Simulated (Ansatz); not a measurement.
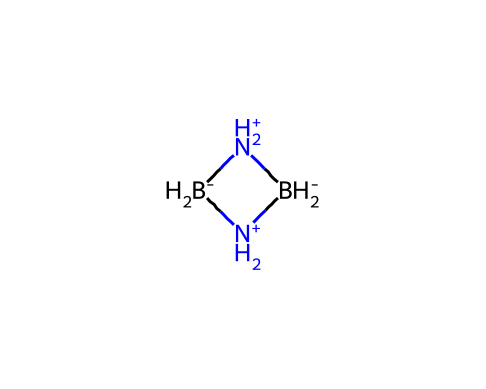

A structural formula.

Transcribe the drawing into SMILES.

Answer. [BH2-]1[NH2+][BH2-][NH2+]1

What is the molecular formula?

Answer. B2H8N2.

An optimisation with PBE0-D4/def2-TZVP gave a structure of which point group?

Answer. D2h.

The parts below concern this one geometry. Atoms keep their numbers from picture to picture. Computed geometry: PBE0-D4/def2-TZVP optimisation.

**Geometry**

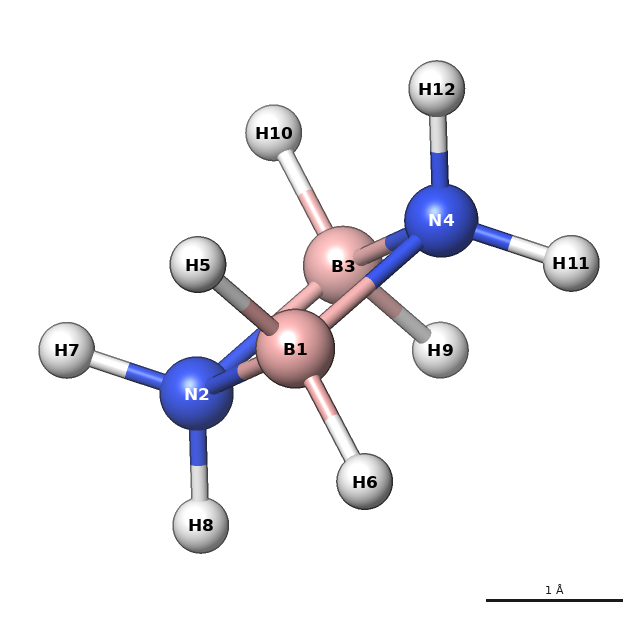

Atoms carry their numbers in the input.

What are the angles N2–B1–N4, N2–B1–H5, B1–N2–B3, B1–N2–H7?

| angle | degrees |
| --- | --- |
| N2–B1–N4 | 92.5 |
| N2–B1–H5 | 111.9 |
| B1–N2–B3 | 87.5 |
| B1–N2–H7 | 115.0 |

**Vibrations**

Harmonic vibrations computed with RKS PBE0-D4/def2-TZVP (Ansatz 0.2.0) at a stationary point of the same level.

How many vibrational modes are there, and where do they lie?

Answer. 30 modes: 78, 593, 634, 674, 731, 743, 794, 794, 816, 868, 996, 1050, 1053, 1071, 1084, 1128, 1153, 1190, 1197, 1215, 1624, 1640, 2492, 2508, 2552, 2557, 3566, 3567, 3637, 3638 cm⁻¹.

**Thermal motion**

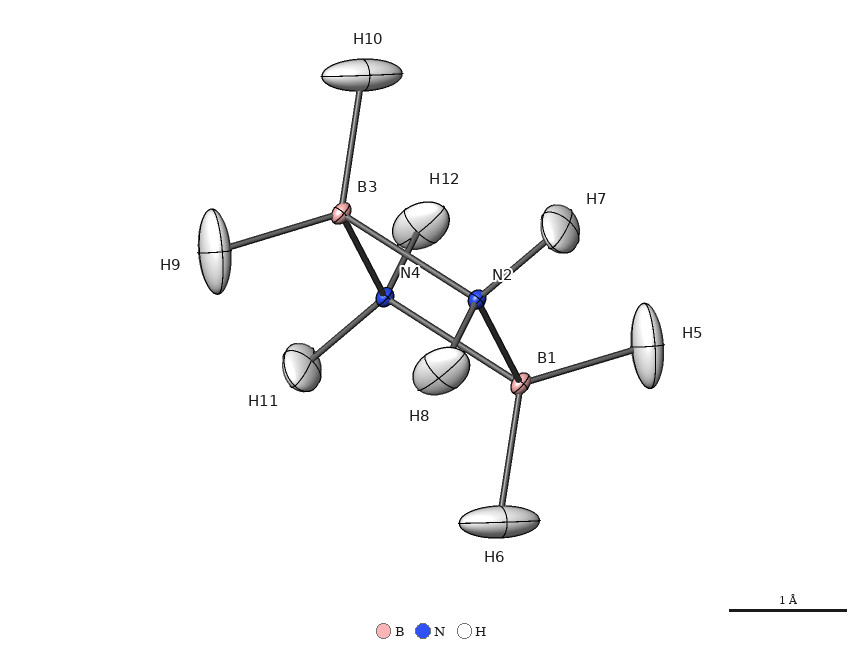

Displacement ellipsoids at the 50 % level, from the internal vibrations of the free molecule (harmonic, no overall translation or rotation; no half-axis is drawn under 0.075 Å). Vibrations computed with RKS PBE0-D4/def2-TZVP (Ansatz 0.2.0). Temperature: 100 K.

Which atom has the largest mean-square displacement?

Answer. H5, H6, H9, H10, with U_eq = 0.0264 Å².

Does H6 move more along its bond or across it?

Answer. Across it: the root-mean-square amplitude is 0.098 Å along the bond and up to 0.237 Å across, since bending and torsion are softer than stretching.

Give the displacement parameters, one line for each set of equivalent atoms.

```json
{"atom": "B1, B3", "U_eq (Å²)": "0.0025", "rms amplitudes (Å)": "0.035, 0.039, 0.068"}
{"atom": "N2, N4", "U_eq (Å²)": "0.0017", "rms amplitudes (Å)": "0.028, 0.033, 0.057"}
{"atom": "H5, H6, H9, H10", "U_eq (Å²)": "0.0264", "rms amplitudes (Å)": "0.089, 0.125, 0.236"}
{"atom": "H7, H8, H11, H12", "U_eq (Å²)": "0.0191", "rms amplitudes (Å)": "0.077, 0.129, 0.187"}
```

**Charges**

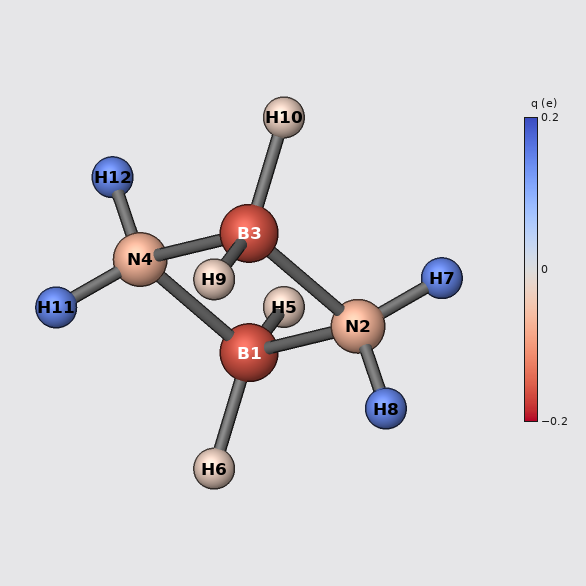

Atoms are coloured by their Mulliken charges. Properties computed with RKS r2SCAN-D4/def2-TZVPP (Ansatz 0.2.0).

List the Mulliken charges.

```
atom  value (e)
  B1      −0.16
  N2      −0.07
  B3      −0.16
  N4      −0.07
  H5      −0.03
  H6      −0.03
  H7       0.14
  H8       0.14
  H9      −0.03
 H10      −0.03
 H11       0.14
 H12       0.14
```

Mulliken values depend strongly on the basis set and can even reverse the polarity of a bond.
